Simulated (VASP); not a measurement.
Band structure of CrC (relaxed from the zinc blende structure, space group F-43m). These are PBE GGA, VASP's PBE PAW potentials (set 64) (plane waves; VASP) values and carry that method's errors.

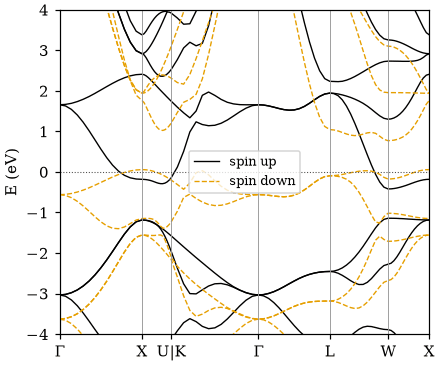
Figure. Bands along high-symmetry lines, zero at the valence-band maximum or, without a gap, the Fermi level

### Question
Read the plot: is there a gap, and where are the band edges?

### Answer
It has no gap at this level: it comes out as a metal or semimetal. (Edges off the drawn lines would not show.)

The structure was generated: CrC was put into the zinc blende type (F-43m), which need not be its known phase. It was relaxed first, which changed the volume by -28 %.
